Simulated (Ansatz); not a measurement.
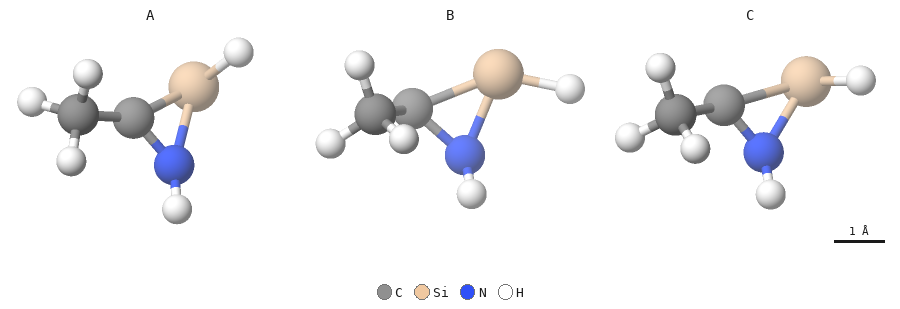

3 geometries from one relaxation of C₂H₅NSi, in shuffled order. Style: ball-and-stick. Shown at a tilt.

These are results of RKS PBE0-D4/def2-TZVP in Ansatz 0.2.0, not measurements. Set-up: force threshold 0.005 eV/Å; at most 200 steps.

Question: Order the frames from highest to lowest energy.

Answer: B, C, A. They are steps 0, 6, 21, at +248.7 kJ/mol, +44.8 kJ/mol relative to the last. The largest move after the best rigid fit is that of an H atom, 0.98 Å. By element the largest moves are H 0.98 Å, Si 0.87 Å, C 0.58 Å, N 0.42 Å. Near-neighbour distances that change, for instance: N–Si 1.757 → 1.961 Å, C–N 1.421 → 1.269 Å, H–Si 1.465 → 1.538 Å, C–Si 1.868 → 1.912 Å. Bond angles that change, for instance: C–Si–H 145.6° → 92.3°, Si–N–H 130.4° → 163.9°, C–C–Si 124.0° → 157.4°. Over 20 accepted moves (21 points after the start) the energy falls by 248.7 kJ/mol. The largest force component goes from 1.3 to 0.0037 eV/Å. The line search rejected the trial step at point 15 of the run. Cost: 85 s on 2 threads of Arm Neoverse V1, on a shared host.
